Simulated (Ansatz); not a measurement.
## Frequency calculation, with input and output: AlN$_{3}$H$_{8}$

- system: AlN$_{3}$H$_{8}$
- method: RKS PBE-D4/def2-SVP (Ansatz 0.2.0)

It belongs to a series of runs on one base structure; here: vibrations at the highest image of the band. Figures and captions count atoms from 1; the log counts them from 0 in places.

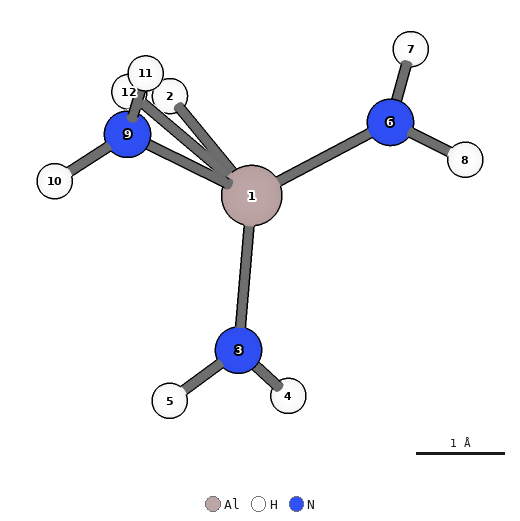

The structure as given in the input (ball-and-stick view, seen at a tilt; atoms are numbered from 1 in the order of the input). Sticks mark near contacts.

Summary

```json
{"quantity": "outcome", "value": "converged"}
{"quantity": "total energy", "value": "−11183.9023 eV"}
{"quantity": "mean-field energy", "value": "−11183.7002 eV"}
{"quantity": "largest force (length of the vector)", "value": "0.010 eV/Å"}
{"quantity": "hardware", "value": "2 threads of Arm Neoverse V2, 24 GiB of memory available, shared host"}
{"quantity": "wall time", "value": "62 s (CPU time 2 min)"}
{"quantity": "peak memory", "value": "0.13 GiB"}
```

Input file
```yaml
crystal:
  periodic: [false, false, false]
  atoms:
    - { symbol: Al, position_ang: [0.029706, 0.484969, -0.175245] }
    - { symbol: H, position_ang: [-0.257106, -0.090958, 1.580218] }
    - { symbol: "N", position_ang: [1.597078, 0.082035, -0.947354] }
    - { symbol: H, position_ang: [1.783759, -0.808944, -1.412213] }
    - { symbol: H, position_ang: [2.478243, 0.576415, -0.794675] }
    - { symbol: "N", position_ang: [-1.55165, 0.075902, -0.920347] }
    - { symbol: H, position_ang: [-2.310178, -0.400093, -0.42863] }
    - { symbol: H, position_ang: [-1.716618, 0.039582, -1.928139] }
    - { symbol: "N", position_ang: [0.125195, 2.09563, 0.865555] }
    - { symbol: H, position_ang: [0.999973, 2.586728, 1.085686] }
    - { symbol: H, position_ang: [-0.643838, 2.775447, 0.826391] }
    - { symbol: H, position_ang: [-0.139968, 0.928188, 1.611554] }
basis:
  gaussian: { orbitals: def2-SVP }
hamiltonian:
  xc: pbe
  dispersion: d4
phonons: {}
```

Command:
```bash
ansatz run input.yaml --threads 2 --pin off --max-ram 3072MiB --backend cpu --events-out ev --progress --plain --runs-dir out
```

Log
```
Engine: ansatz 0.2.0, aarch64-unknown-linux-gnu
Functional definition: PBE
  parameter kappa = 0.804
  parameter beta = 0.06672455060314922
  exchange = pbe_x(kappa = kappa, mu = beta*pi^2/3)
  correlation = pbe_c(beta = beta)
1173 factors; their error is unknown
mean field evaluation 1: about -11161.1122 eV, gradient 1.1e2 eV
mean field evaluation 2: about -11089.4675 eV, gradient 1.8e2 eV
mean field evaluation 4: about -11183.6062 eV, gradient 7.4e0 eV
mean field evaluation 8: about -11183.7575 eV, gradient 1.4e-1 eV
mean field evaluation 16: about -11183.7002 eV, gradient 1.6e-3 eV
mean field -11183.70018639 eV, -410.9934012655 hartree, gradient 7.9e-5 eV, S^2 0.000000; 0 other end points of the search recorded, 0 dependent functions left out
the calculation of the forces begins
reference -11183.70023042 eV, -410.9934028836 hartree; 21, 21 occupied and 79, 79 virtual orbitals, 1173 factors
these checks for a lower state are left out or cut short: stability, starts, cluster_reference, orbital_swaps, neighbouring_geometries, increment
1173 factors; their error is unknown
mean field -11183.70005006 eV, -410.9933962556 hartree, gradient 2.1e-6 eV, S^2 0.000000; 0 other end points of the search recorded, 0 dependent functions left out
[... from here on the field's lines of each further geometry are left out, up to the last ...]
the calculation of the forces begins
reference -11183.70020483 eV, -410.9934019431 hartree; 21, 21 occupied and 79, 79 virtual orbitals, 1173 factors
these checks for a lower state are left out or cut short: stability, starts, cluster_reference, orbital_swaps, neighbouring_geometries, increment
1173 factors; their error is unknown
mean field evaluation 448: about -11183.7002 eV, gradient 2.0e-4 eV
mean field -11183.70015481 eV, -410.9934001051 hartree, gradient 1.9e-6 eV, S^2 0.000000; 0 other end points of the search recorded, 0 dependent functions left out
the calculation of the forces begins
reference -11183.70019885 eV, -410.9934017234 hartree; 21, 21 occupied and 79, 79 virtual orbitals, 1173 factors
WARN: phonons: modes at or below zero, which the zero-point energy, F, S and C_V leave out: 1, the lowest at -1012.07 cm⁻¹. A minimum has none, and a first-order saddle one
Total energy: -11183.90228563 eV, -411.0008282755 hartree
Atom 0 at     0.029706     0.484969    -0.175245 Å, force     0.001558    -0.004717    -0.001271 eV/Å
Atom 1 at    -0.257106    -0.090958     1.580218 Å, force    -0.006000    -0.002634     0.000875 eV/Å
Atom 2 at     1.597078     0.082035    -0.947354 Å, force     0.001023     0.002371    -0.000233 eV/Å
Atom 3 at     1.783759    -0.808944    -1.412213 Å, force    -0.000505    -0.000491     0.000236 eV/Å
Atom 4 at     2.478243     0.576415    -0.794675 Å, force    -0.000208    -0.000089    -0.000775 eV/Å
Atom 5 at    -1.551650     0.075902    -0.920347 Å, force    -0.000094     0.001033     0.001525 eV/Å
Atom 6 at    -2.310178    -0.400093    -0.428630 Å, force     0.000845     0.000557    -0.001190 eV/Å
Atom 7 at    -1.716618     0.039582    -1.928139 Å, force     0.000518     0.000207     0.001188 eV/Å
Atom 8 at     0.125195     2.095630     0.865555 Å, force    -0.005988     0.008063    -0.001748 eV/Å
Atom 9 at     0.999973     2.586728     1.085686 Å, force    -0.000494    -0.003824     0.001030 eV/Å
Atom 10 at    -0.643838     2.775447     0.826391 Å, force     0.001005    -0.001621    -0.000918 eV/Å
Atom 11 at    -0.139968     0.928188     1.611554 Å, force     0.008340     0.001146     0.001280 eV/Å
Dipole moment:     0.097468     0.265377    -0.001991 e Å
Vibrations: -1012.07 153.23 180.13 209.45 242.62 257.39 274.92 302.69 335.04 469.95 559.47 572.32 632.06 656.14 688.92 760.97 862.31 867.23 1422.41 1447.83 1470.15 1477.69 1743.29 1751.90 3434.71 3503.04 3505.62 3539.84 3593.11 3597.70 cm⁻¹, zero-point energy 2.387447 eV
```

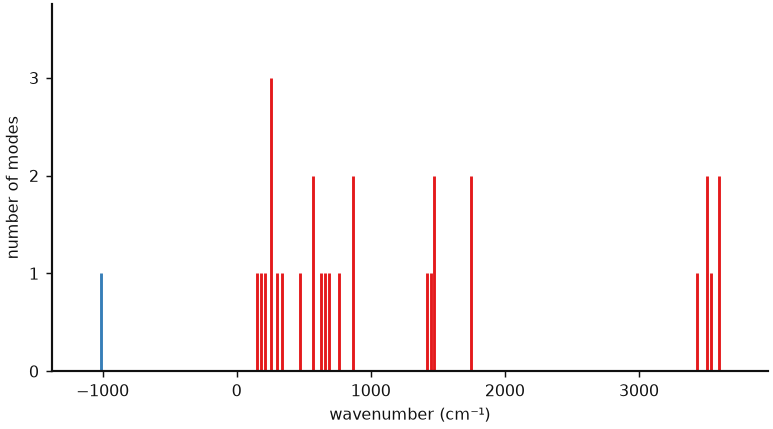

Harmonic vibrational wavenumbers from the force constants; neighbouring modes closer than 21 cm⁻¹ are counted in one stick, and imaginary ones are drawn at negative wavenumbers. 30 modes from 1012i to 3598 cm⁻¹, 1 imaginary beyond 8i (1012i cm⁻¹): a first-order saddle point, if the geometry is stationary.
